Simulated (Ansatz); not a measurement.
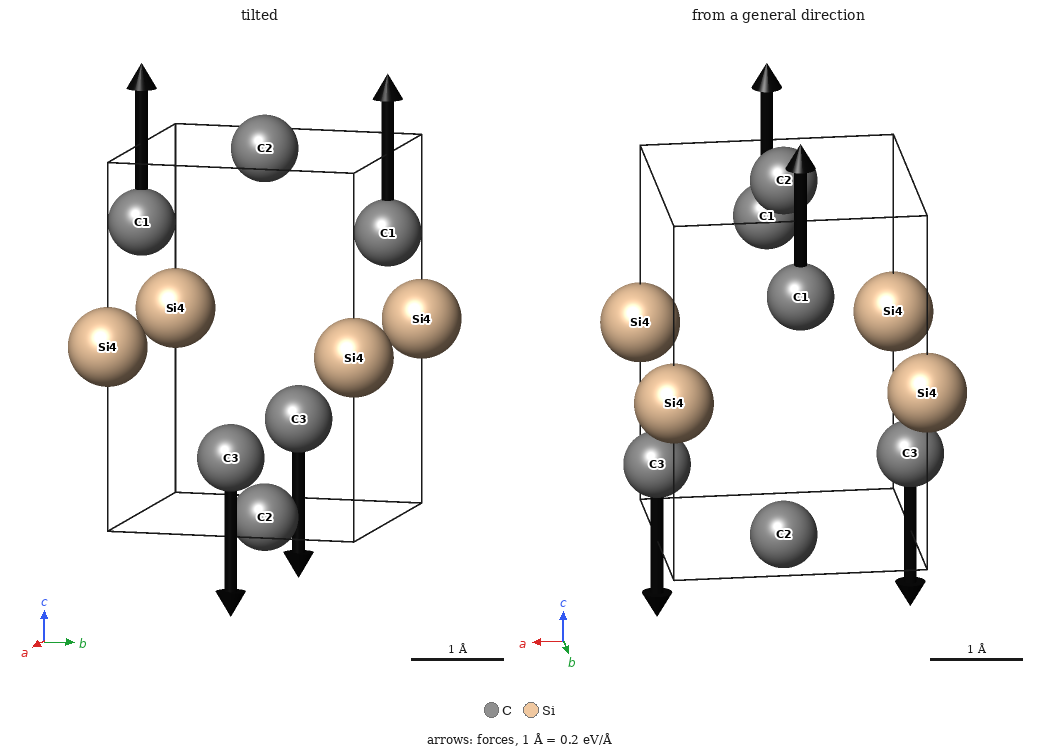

A spheres-only rendering, viewed slightly off an axis and from a general direction. The outline marks the simulation cell. The arrows are the computed forces on the atoms.

System: SiC3. Method used: DFT, HSE06, plane waves, PAW (Ansatz). It ran with plane waves up to 420 eV, k-points on a 4×4×4 grid, no spin polarisation.

> Is the structure at rest?

No. The atoms still feel forces of up to about 0.28 eV/Å, far above a usual threshold of 0.01 to 0.03 eV/Å.

> Which atom carries the strongest force?

C1 and C3, about 0.28 eV/Å.

Starting structure: a structure type filled with these elements by a generator (whether the compound takes this form wasn't checked). Earlier steps of the study may have refined or changed the cell and positions. Ansatz was used for an electronic-structure calculation on it.
